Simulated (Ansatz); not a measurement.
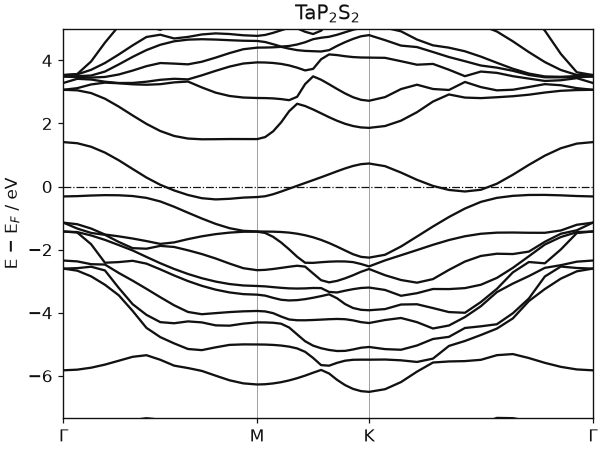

Band structure. Energies are counted from the Fermi level.

Calculation on TaP2S2 (sheet), 5 atoms in the cell.

Computed with Ansatz 0.2.0: DFT r2SCAN, scalar-relativistic, plane waves, PAW, no spin polarisation, 12×12×1 k mesh, 500 eV cutoff.

Question: Metal, semiconductor or insulator?

Answer: A metal: 1 band crosses the Fermi level along this path.

Question: On which lines of the path do bands cross the Fermi level?

Answer: Bands cross the Fermi level on every line of the path.

Question: Which levels at K lie nearest to the Fermi level?

Answer: At K the nearest levels lie 2.25 eV below and 0.73 eV above the Fermi level.

The structure is an invented one, so it need not be a known or stable phase. The atoms aren't at rest in this cell (largest force 0.4 eV/Å), so the relaxed material can differ. Spin-orbit coupling is left out, which matters for Ta.
